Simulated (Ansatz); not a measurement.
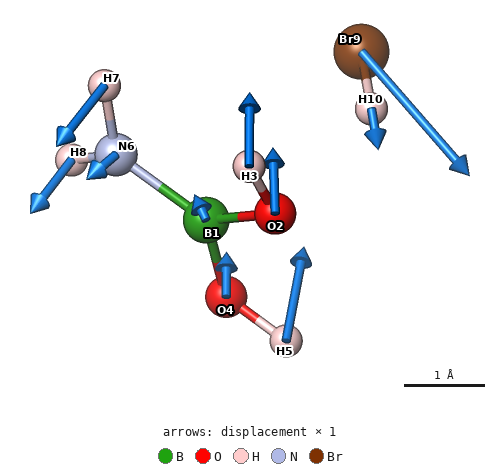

A relaxation of BNH$_{5}$O$_{2}$Br. The starting structure is drawn; blue arrows show the displacements, at their true length. The two geometries are superimposed by the best rigid fit.

The picture is a ball-and-stick view, seen face on.

The run prepares an end point of a later path (reaction) calculation, from a guessed geometry.

The calculation used RKS LDA/def2-SVP (Ansatz 0.2.0). Set-up: no spin polarisation; force threshold 0.03 eV/Å; at most 50 steps.

Describe the change and its energy.

Answer. Over 27 accepted moves (28 points after the start) the energy falls by 42.8 kJ/mol. The largest force component goes from 0.93 to 0.023 eV/Å. The line search rejected the trial step at point 23 of the run. The forces were under the threshold at step 8, but the run went on from there. The largest move after the best rigid fit is that of Br9, 2.15 Å. By element the largest moves are Br 2.15 Å, H 1.42 Å, O 0.95 Å, N 0.56 Å, B 0.40 Å. Among the contacts that change: H5–Br9 3.851 → 2.310 Å, O2–H10 2.197 → 1.464 Å, Br9–H10 1.507 → 1.535 Å, O4–H5 0.974 → 0.991 Å. Bond angles that change, for instance: B1–O2–H3 112.9° → 117.1°, B1–O4–H5 110.8° → 113.3°, O2–B1–N6 122.9° → 120.4°. Groups turn about B1–O2 by about 25°. The run took 42 s on 4 threads of Intel(R) Xeon(R) Platinum 8175M CPU @ 2.50GHz (Skylake/Cascade Lake) (shared host), peak memory 0.18 GiB.
